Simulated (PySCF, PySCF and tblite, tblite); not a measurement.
# C₇H₇FO: telling isomers apart by computed NMR, part 2 of 3

PySCF and tblite. Atoms count from 0. The steps go on from the part before.

## (9) Shieldings, isomer B, conformer 1: KT2/pcSseg-1 in dichloromethane

What the job is given:

```
{"job": {"xc": "KT2", "basis": "pcSseg-1", "solvent": "dichloromethane", "kind": "nmr", "pop": false}, "charge": 0, "multiplicity": 1}
C      2.657014    -0.273496    -0.354889
O      1.666378     0.723825    -0.383636
C      0.382832     0.368215    -0.125083
C     -0.061406    -0.915473     0.171617
C     -1.403705    -1.157514     0.419678
C     -2.328698    -0.132771     0.377240
C     -1.908772     1.155130     0.082599
C     -0.574116     1.390531    -0.162264
F     -0.171612     2.646683    -0.448173
H      2.733484    -0.735506     0.634688
H      2.469399    -1.047919    -1.105601
H      3.590556     0.235520    -0.588047
H      0.636519    -1.736414     0.211250
H     -1.721222    -2.163626     0.648129
H     -3.371487    -0.327768     0.570880
H     -2.602763     1.979526     0.040202
```

Log:

```text
coarse grid: 14120 points
cycle   1  E = -452.9766702532  dE =  1.396e+00  |g| = 8.309e-01  |ddm| = 3.942e+00
cycle   2  E = -452.7050673020  dE =  2.716e-01  |g| = 1.463e+00  |ddm| = 2.242e+00
cycle   3  E = -453.0957372056  dE = -3.907e-01  |g| = 2.168e-01  |ddm| = 1.554e+00
cycle   4  E = -453.1065858484  dE = -1.085e-02  |g| = 5.134e-02  |ddm| = 2.350e-01
cycle   5  E = -453.1070818670  dE = -4.960e-04  |g| = 2.141e-02  |ddm| = 6.281e-02
cycle   6  E = -453.1071743148  dE = -9.245e-05  |g| = 8.211e-03  |ddm| = 2.867e-02
cycle   7  E = -453.1071889443  dE = -1.463e-05  |g| = 2.532e-03  |ddm| = 9.445e-03
cycle   8  E = -453.1071906416  dE = -1.697e-06  |g| = 5.064e-04  |ddm| = 2.669e-03
final grid: 138872 points
cycle   9  E = -453.1913459723  dE = -2.775e-04  |g| = 2.770e-02  |ddm| = 1.266e-01
cycle  10  E = -453.1910391348  dE =  3.068e-04  |g| = 5.126e-02  |ddm| = 7.439e-02
cycle  11  E = -453.1914753086  dE = -4.362e-04  |g| = 3.238e-03  |ddm| = 5.239e-02
cycle  12  E = -453.1914774209  dE = -2.112e-06  |g| = 9.400e-04  |ddm| = 3.564e-03
cycle  13  E = -453.1914775955  dE = -1.747e-07  |g| = 4.265e-04  |ddm| = 1.136e-03
cycle  14  E = -453.1914776435  dE = -4.792e-08  |g| = 1.083e-04  |ddm| = 5.454e-04
cycle  15  E = -453.1914776461  dE = -2.670e-09  |g| = 3.823e-05  |ddm| = 1.326e-04
cycle  16  E = -453.1914776465  dE = -3.311e-10  |g| = 5.206e-06  |ddm| = 3.316e-05
converged SCF energy = -453.1914776465

GIAO shielding tensors (ppm)
atom      isotropic    diamagn.    paramagn.     s11        s22        s33       span
  0 C      129.433     246.373    -116.941     98.190    110.589    179.519     81.329
  1 O      235.803     395.661    -159.858    140.807    255.680    310.924    170.117
  2 C       38.884     257.883    -218.999     -8.386     14.692    110.345    118.731
  3 C       78.854     259.490    -180.636     -2.254     62.043    176.773    179.026
  4 C       66.117     253.573    -187.456    -32.262     56.699    173.914    206.176
  5 C       70.211     255.448    -185.237    -23.137     61.125    172.644    195.781
  6 C       73.572     258.116    -184.545     -4.478     62.904    162.289    166.767
  7 C       31.890     249.216    -217.326    -20.727     33.874     82.524    103.250
  8 F      305.426     474.866    -169.440    236.057    286.285    393.936    157.879
  9 H       27.653      29.387      -1.734     24.227     25.035     33.697      9.470
 10 H       27.651      29.386      -1.735     24.221     25.038     33.694      9.473
 11 H       27.088      27.233      -0.145     22.729     25.657     32.879     10.149
 12 H       24.654      33.525      -8.870     20.474     24.672     28.817      8.343
 13 H       24.425      30.842      -6.417     20.895     25.683     26.698      5.804
 14 H       24.621      29.988      -5.367     21.123     26.363     26.376      5.253
 15 H       24.348      29.598      -5.250     20.875     25.161     27.008      6.132
```

Run time: 23 s. Hardware: 1 thread of Intel Xeon Platinum 8488C, shared host.

In short: HOMO -5.57 eV, LUMO -1.11 eV; dipole 3.07 D.

## (10) Single-point energy, isomer B, conformer 1: B3LYP/def2-SVP in dichloromethane

The job, as its differences from that of step 9:

```diff
@@ -1,2 +1,2 @@
-{"job": {"xc": "KT2", "basis": "pcSseg-1", "solvent": "dichloromethane", "kind": "nmr", "pop": false}, "charge": 0, "multiplicity": 1}
+{"job": {"xc": "B3LYP", "basis": "def2-SVP", "solvent": "dichloromethane", "kind": "sp"}, "charge": 0, "multiplicity": 1}
 C      2.657014    -0.273496    -0.354889
```

Log:

```text
coarse grid: 14120 points
cycle   1  E = -445.4991487624  dE =  1.481e+00  |g| = 6.996e-01  |ddm| = 5.155e+00
cycle   2  E = -445.3928074625  dE =  1.063e-01  |g| = 1.028e+00  |ddm| = 1.700e+00
cycle   3  E = -445.5920252315  dE = -1.992e-01  |g| = 1.137e-01  |ddm| = 9.991e-01
cycle   4  E = -445.5949726034  dE = -2.947e-03  |g| = 3.175e-02  |ddm| = 1.405e-01
cycle   5  E = -445.5952044831  dE = -2.319e-04  |g| = 8.718e-03  |ddm| = 3.919e-02
cycle   6  E = -445.5952191804  dE = -1.470e-05  |g| = 3.568e-03  |ddm| = 1.168e-02
cycle   7  E = -445.5952219794  dE = -2.799e-06  |g| = 6.868e-04  |ddm| = 3.847e-03
final grid: 138872 points
cycle   8  E = -445.6805234013  dE = -4.936e-05  |g| = 6.725e-03  |ddm| = 5.833e-02
cycle   9  E = -445.6805155225  dE =  7.879e-06  |g| = 9.582e-03  |ddm| = 1.630e-02
cycle  10  E = -445.6805332184  dE = -1.770e-05  |g| = 1.049e-03  |ddm| = 1.012e-02
cycle  11  E = -445.6805334427  dE = -2.244e-07  |g| = 1.795e-04  |ddm| = 1.203e-03
cycle  12  E = -445.6805334472  dE = -4.423e-09  |g| = 1.088e-04  |ddm| = 2.859e-04
cycle  13  E = -445.6805334494  dE = -2.188e-09  |g| = 1.906e-05  |ddm| = 1.158e-04
cycle  14  E = -445.6805334494  dE = -6.457e-11  |g| = 6.637e-06  |ddm| = 2.391e-05
converged SCF energy = -445.6805334494
```

Wall time 12 s (1 thread of Intel Xeon Platinum 8488C, shared host).

This run: HOMO -6.24 eV, LUMO -0.24 eV; dipole 3.06 D.

## (11) The ensemble, isomer B: properties at KT2/pcSseg-1 in dichloromethane

What the job is given:

```
{"job": {"study": "conf", "smiles": "COc1ccccc1F", "search": {"seed": 7538, "n_embed": 60, "ff_keep": 14, "window": 2.5, "nmax": 4, "temps": [250, 298.15, 350], "t_ref": 298.15, "order": 0.001}, "level": {"nmr": {"xc": "KT2", "basis": "pcSseg-1", "solvent": "dichloromethane"}, "sp": {"xc": "B3LYP", "basis": "def2-SVP", "solvent": "dichloromethane"}}, "kind": "conf"}, "charge": 0, "multiplicity": 1}
C      2.657014    -0.273496    -0.354889
O      1.666378     0.723825    -0.383636
C      0.382832     0.368215    -0.125083
C     -0.061406    -0.915473     0.171617
C     -1.403705    -1.157514     0.419678
C     -2.328698    -0.132771     0.377240
C     -1.908772     1.155130     0.082599
C     -0.574116     1.390531    -0.162264
F     -0.171612     2.646683    -0.448173
H      2.733484    -0.735506     0.634688
H      2.469399    -1.047919    -1.105601
H      3.590556     0.235520    -0.588047
H      0.636519    -1.736414     0.211250
H     -1.721222    -2.163626     0.648129
H     -3.371487    -0.327768     0.570880
H     -2.602763     1.979526     0.040202
```

Log:

```text
conformer  sym    E(xTB)   E(DFT)   G(298.15 K)  weight  dipole/D
    1     Cs      0.000    0.000    0.000   1.0000    3.059

mean shielding (ppm) by class
class atoms           250 K   298.15 K      350 K
  0 C  0            129.433    129.433    129.433
  1 O  1            235.803    235.803    235.803
  2 C  2             38.884     38.884     38.884
  3 C  3             78.854     78.854     78.854
  4 C  4             66.117     66.117     66.117
  5 C  5             70.211     70.211     70.211
  6 C  6             73.572     73.572     73.572
  7 C  7              31.89      31.89      31.89
  8 F  8            305.426    305.426    305.426
  9 H  9,10,11       27.464     27.464     27.464
 10 H  12            24.654     24.654     24.654
 11 H  13            24.425     24.425     24.425
 12 H  14            24.621     24.621     24.621
 13 H  15            24.348     24.348     24.348
```

Wall time 35 s (1 thread of Intel Xeon Platinum 8488C, shared host). This counts the runs that the step sums up.

The search (ETKDG, MMFF94s, GFN2-xTB) embedded 60 structures, kept 1 distinct ones after the force field and 1 after xTB; 1 was carried on (window 2.5 kcal/mol at the search's own energies). Energies: B3LYP/def2-SVP in dichloromethane with D3(BJ).

Conformer by conformer (298 K):

| no. | group | mirror pair | ΔE xTB | ΔE DFT | ΔG | weight (%) | μ (D) | C0–O1–C2–C3 (°) | A, B, C (GHz) |
| --- | --- | --- | --- | --- | --- | --- | --- | --- | --- |
| 1 | Cs | no | 0.00 | 0.00 | 0.00 | 100.0 | 3.06 | 0 | 2.54, 1.56, 0.97 |

Energies in kcal/mol. ΔG holds xTB vibrations and rotation, symmetry numbers and mirror pairs.

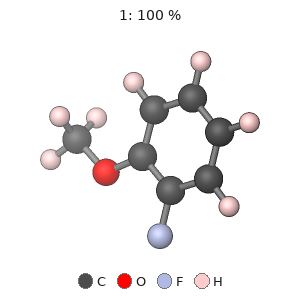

The one conformer.

Shifts against references run at the same level (¹³C TMS 186.3, ¹H TMS 31.60 ppm of shielding), by class of atoms, at 298 K:

| atoms | environment | average |
| --- | --- | --- |
| C7 | aromatic carbon bearing fluorine | 154.4 |
| C2 | aromatic carbon bearing oxygen | 147.5 |
| C4 | aromatic CH | 120.2 |
| C5 | aromatic CH | 116.1 |
| C6 | aromatic CH | 112.8 |
| C3 | aromatic CH | 107.5 |
| C0 | methyl carbon bonded to O | 56.9 |
| H15 | hydrogen on an aromatic CH | 7.25 |
| H13 | hydrogen on an aromatic CH | 7.18 |
| H14 | hydrogen on an aromatic CH | 6.98 |
| H12 | hydrogen on an aromatic CH | 6.95 |
| H9, H10, H11 | hydrogen on a methyl carbon bonded to O | 4.14 |
| O1 | ether oxygen | 235.8 (σ) |
| F8 | aryl fluorine | 305.4 (σ) |

Effective distances for nuclear Overhauser effects, ⟨r⁻⁶⟩^(−1/6) over all pairs of two classes (Å): H12···H13 2.44; H13···H14 2.47; H14···H15 2.49; H9···H12 2.51.

## (12) GFN2-xTB relaxation, isomer C, conformer 1

What the job is given:

```
{"job": {"xc": "GFN2-xTB", "basis": "xTB", "kind": "relax"}, "charge": 0, "multiplicity": 1}
C      2.711400     0.137000     0.163600
O      1.698300    -0.787300    -0.239100
C      0.411100    -0.386900    -0.126200
C     -0.035400     0.872200     0.315000
C     -1.403600     1.149300     0.381700
C     -2.329100     0.190400    -0.029600
F     -3.632200     0.473700     0.020000
C     -1.899400    -1.048200    -0.475000
C     -0.535400    -1.341200    -0.528600
H      2.602300     0.396400     1.228800
H      2.674400     1.033800    -0.466500
H      3.674000    -0.340300     0.026900
H      0.655100     1.635200     0.653200
H     -1.749200     2.115800     0.721600
H     -2.641800    -1.781900    -0.786600
H     -0.207900    -2.309100    -0.870700
```

Log:

```text
step      E/eV     max force
  0    -743.97169    1.250
  1    -744.00817    0.325
  2    -744.01566    0.230
  3    -744.02214    0.182
  4    -744.02429    0.154
  5    -744.02606    0.117
  6    -744.02757    0.082
  7    -744.02850    0.073
  8    -744.02891    0.056
  9    -744.02905    0.032
 10    -744.02905    0.032
 11    -744.02909    0.022
 12    -744.02915    0.012
 13    -744.02916    0.010
 14    -744.02918    0.009
 15    -744.02918    0.007
 16    -744.02919    0.005
 17    -744.02919    0.005
 18    -744.02920    0.006
 19    -744.02921    0.006
 20    -744.02921    0.005
 21    -744.02921    0.005
 22    -744.02921    0.004
 23    -744.02922    0.004
 24    -744.02922    0.004
 25    -744.02922    0.004
```

It took 0.13 s on 1 thread of Intel Xeon Platinum 8488C, shared host.

Gain 0.058 eV; displacement 0.02 Å root mean square.

## (13) Shieldings, isomer C, conformer 1: KT2/pcSseg-1 in dichloromethane

What the job is given:

```
{"job": {"xc": "KT2", "basis": "pcSseg-1", "solvent": "dichloromethane", "kind": "nmr", "pop": false}, "charge": 0, "multiplicity": 1}
C      2.696461     0.142758     0.166717
O      1.694908    -0.767865    -0.218830
C      0.393445    -0.383036    -0.128464
C     -0.040143     0.859867     0.321990
C     -1.394543     1.146684     0.372644
C     -2.304476     0.189888    -0.027116
F     -3.625944     0.473461     0.022671
C     -1.896779    -1.054105    -0.478486
C     -0.548450    -1.335139    -0.526871
H      2.605608     0.417415     1.222577
H      2.675692     1.048019    -0.448567
H      3.640814    -0.376107     0.010300
H      0.662219     1.614952     0.636358
H     -1.741748     2.106837     0.720105
H     -2.631107    -1.782304    -0.783381
H     -0.193556    -2.292380    -0.873058
```

Log:

```text
coarse grid: 14120 points
cycle   1  E = -452.9879560149  dE =  1.384e+00  |g| = 8.184e-01  |ddm| = 3.908e+00
cycle   2  E = -452.7573497226  dE =  2.306e-01  |g| = 1.392e+00  |ddm| = 2.232e+00
cycle   3  E = -453.0957550523  dE = -3.384e-01  |g| = 2.584e-01  |ddm| = 1.636e+00
cycle   4  E = -453.1107201458  dE = -1.497e-02  |g| = 6.113e-02  |ddm| = 2.838e-01
cycle   5  E = -453.1113519769  dE = -6.318e-04  |g| = 2.952e-02  |ddm| = 7.612e-02
cycle   6  E = -453.1115648956  dE = -2.129e-04  |g| = 7.334e-03  |ddm| = 3.743e-02
cycle   7  E = -453.1115766319  dE = -1.174e-05  |g| = 3.508e-03  |ddm| = 1.010e-02
cycle   8  E = -453.1115797578  dE = -3.126e-06  |g| = 4.802e-04  |ddm| = 3.494e-03
final grid: 138872 points
cycle   9  E = -453.1942762422  dE = -2.569e-04  |g| = 2.770e-02  |ddm| = 1.164e-01
cycle  10  E = -453.1939748399  dE =  3.014e-04  |g| = 5.098e-02  |ddm| = 7.209e-02
cycle  11  E = -453.1944048621  dE = -4.300e-04  |g| = 2.854e-03  |ddm| = 5.024e-02
cycle  12  E = -453.1944065277  dE = -1.666e-06  |g| = 8.217e-04  |ddm| = 3.177e-03
cycle  13  E = -453.1944066547  dE = -1.270e-07  |g| = 3.566e-04  |ddm| = 8.514e-04
cycle  14  E = -453.1944066827  dE = -2.796e-08  |g| = 9.546e-05  |ddm| = 4.332e-04
cycle  15  E = -453.1944066845  dE = -1.792e-09  |g| = 3.511e-05  |ddm| = 1.187e-04
cycle  16  E = -453.1944066848  dE = -3.074e-10  |g| = 6.475e-06  |ddm| = 3.297e-05
converged SCF energy = -453.1944066848

GIAO shielding tensors (ppm)
atom      isotropic    diamagn.    paramagn.     s11        s22        s33       span
  0 C      128.912     246.618    -117.705     99.146    108.476    179.114     79.968
  1 O      222.911     398.042    -175.131    120.587    268.551    279.596    159.009
  2 C       31.770     256.663    -224.893    -34.976     18.742    111.545    146.521
  3 C       81.368     260.049    -178.681      4.047     61.289    178.769    174.722
  4 C       74.290     256.353    -182.063     -3.287     61.151    165.008    168.295
  5 C       27.644     256.484    -228.840    -39.592     42.005     80.520    120.111
  6 F      291.448     477.665    -186.216    222.695    308.672    342.978    120.283
  7 C       73.817     256.461    -182.644     -2.945     60.141    164.255    167.200
  8 C       71.823     254.885    -183.062     -4.602     60.073    159.998    164.600
  9 H       27.712      29.633      -1.921     24.435     25.246     33.455      9.020
 10 H       27.713      29.635      -1.922     24.435     25.249     33.454      9.019
 11 H       27.211      27.483      -0.272     22.957     25.746     32.930      9.973
 12 H       24.853      33.710      -8.857     20.490     25.258     28.811      8.321
 13 H       24.446      30.027      -5.581     20.912     25.489     26.936      6.024
 14 H       24.451      29.206      -4.755     20.931     25.744     26.678      5.746
 15 H       24.597      31.892      -7.295     20.682     25.357     27.752      7.070
```

Wall time 25 s (1 thread of Intel Xeon Platinum 8488C, shared host).

This run: HOMO -5.42 eV, LUMO -1.34 eV; dipole 3.00 D.

## (14) Single-point energy, isomer C, conformer 1: B3LYP/def2-SVP in dichloromethane

The job, as its differences from that of step 13:

```diff
@@ -1,2 +1,2 @@
-{"job": {"xc": "KT2", "basis": "pcSseg-1", "solvent": "dichloromethane", "kind": "nmr", "pop": false}, "charge": 0, "multiplicity": 1}
+{"job": {"xc": "B3LYP", "basis": "def2-SVP", "solvent": "dichloromethane", "kind": "sp"}, "charge": 0, "multiplicity": 1}
 C      2.696461     0.142758     0.166717
```

Log:

```text
coarse grid: 14120 points
cycle   1  E = -445.5107786877  dE =  1.468e+00  |g| = 6.836e-01  |ddm| = 5.169e+00
cycle   2  E = -445.4348591498  dE =  7.592e-02  |g| = 9.534e-01  |ddm| = 1.637e+00
cycle   3  E = -445.5956391208  dE = -1.608e-01  |g| = 1.299e-01  |ddm| = 9.830e-01
cycle   4  E = -445.5991482067  dE = -3.509e-03  |g| = 3.939e-02  |ddm| = 1.577e-01
cycle   5  E = -445.5994728231  dE = -3.246e-04  |g| = 1.301e-02  |ddm| = 4.881e-02
cycle   6  E = -445.5995126254  dE = -3.980e-05  |g| = 2.941e-03  |ddm| = 1.746e-02
cycle   7  E = -445.5995145579  dE = -1.932e-06  |g| = 9.618e-04  |ddm| = 4.083e-03
final grid: 138872 points
cycle   8  E = -445.6839433156  dE = -4.293e-05  |g| = 7.319e-03  |ddm| = 5.018e-02
cycle   9  E = -445.6839328059  dE =  1.051e-05  |g| = 1.057e-02  |ddm| = 1.677e-02
cycle  10  E = -445.6839552163  dE = -2.241e-05  |g| = 1.123e-03  |ddm| = 1.039e-02
cycle  11  E = -445.6839554778  dE = -2.615e-07  |g| = 1.865e-04  |ddm| = 1.300e-03
cycle  12  E = -445.6839554828  dE = -4.987e-09  |g| = 1.055e-04  |ddm| = 2.977e-04
cycle  13  E = -445.6839554849  dE = -2.117e-09  |g| = 1.800e-05  |ddm| = 1.183e-04
cycle  14  E = -445.6839554850  dE = -6.389e-11  |g| = 7.092e-06  |ddm| = 2.491e-05
converged SCF energy = -445.6839554850
```

Run time: 12 s. Hardware: 1 thread of Intel Xeon Platinum 8488C, shared host.

In short: HOMO -6.09 eV, LUMO -0.48 eV; dipole 2.88 D.

## (15) Averages, isomer C: properties at KT2/pcSseg-1 in dichloromethane

What the job is given:

```
{"job": {"study": "conf", "smiles": "COc1ccc(F)cc1", "search": {"seed": 7538, "n_embed": 60, "ff_keep": 14, "window": 2.5, "nmax": 4, "temps": [250, 298.15, 350], "t_ref": 298.15, "order": 0.001}, "level": {"nmr": {"xc": "KT2", "basis": "pcSseg-1", "solvent": "dichloromethane"}, "sp": {"xc": "B3LYP", "basis": "def2-SVP", "solvent": "dichloromethane"}}, "kind": "conf"}, "charge": 0, "multiplicity": 1}
C      2.696461     0.142758     0.166717
O      1.694908    -0.767865    -0.218830
C      0.393445    -0.383036    -0.128464
C     -0.040143     0.859867     0.321990
C     -1.394543     1.146684     0.372644
C     -2.304476     0.189888    -0.027116
F     -3.625944     0.473461     0.022671
C     -1.896779    -1.054105    -0.478486
C     -0.548450    -1.335139    -0.526871
H      2.605608     0.417415     1.222577
H      2.675692     1.048019    -0.448567
H      3.640814    -0.376107     0.010300
H      0.662219     1.614952     0.636358
H     -1.741748     2.106837     0.720105
H     -2.631107    -1.782304    -0.783381
H     -0.193556    -2.292380    -0.873058
```

Log:

```text
conformer  sym    E(xTB)   E(DFT)   G(298.15 K)  weight  dipole/D
    1     Cs      0.000    0.000    0.000   1.0000    2.885

mean shielding (ppm) by class
class atoms           250 K   298.15 K      350 K
  0 C  0            128.912    128.912    128.912
  1 O  1            222.911    222.911    222.911
  2 C  2              31.77      31.77      31.77
  3 C  3,8           76.596     76.596     76.596
  4 C  4,7           74.054     74.054     74.054
  5 C  5             27.644     27.644     27.644
  6 F  6            291.448    291.448    291.448
  7 H  9,10,11       27.545     27.545     27.545
  8 H  12,15         24.725     24.725     24.725
  9 H  13,14         24.448     24.448     24.448
```

It took 39 s on 1 thread of Intel Xeon Platinum 8488C, shared host. This counts the runs that the step sums up.

The search (ETKDG, MMFF94s, GFN2-xTB) embedded 60 structures, kept 1 distinct ones after the force field and 1 after xTB; 1 was carried on (window 2.5 kcal/mol at the search's own energies). Energies: B3LYP/def2-SVP in dichloromethane with D3(BJ).

The conformers at 298 K:

```csv
no.,group,mirror pair,ΔE xTB,ΔE DFT,ΔG,weight (%),μ (D),C0–O1–C2–C3 (°),"A, B, C (GHz)"
1,Cs,no,0.00,0.00,0.00,100.0,2.88,0,"4.96, 0.97, 0.82"
```

Energies in kcal/mol. ΔG holds xTB vibrations and rotation, symmetry numbers and mirror pairs.

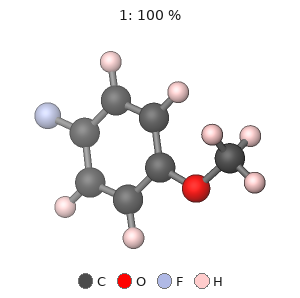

The one conformer.

Shifts against references run at the same level (¹³C TMS 186.3, ¹H TMS 31.60 ppm of shielding), by class of atoms, at 298 K:

```csv
atoms,environment,average
C5,aromatic carbon bearing fluorine,158.7
C2,aromatic carbon bearing oxygen,154.6
"C4, C7",aromatic CH,112.3
"C3, C8",aromatic CH,109.7
C0,methyl carbon bonded to O,57.4
"H13, H14",hydrogen on an aromatic CH,7.15
"H12, H15",hydrogen on an aromatic CH,6.88
"H9, H10, H11",hydrogen on a methyl carbon bonded to O,4.05
O1,ether oxygen,222.9 (σ)
F6,aryl fluorine,291.4 (σ)
```

Effective distances for nuclear Overhauser effects, ⟨r⁻⁶⟩^(−1/6) over all pairs of two classes (Å): H12···H13 2.77; H9···H12 2.80.

[end of part 2 of 3]
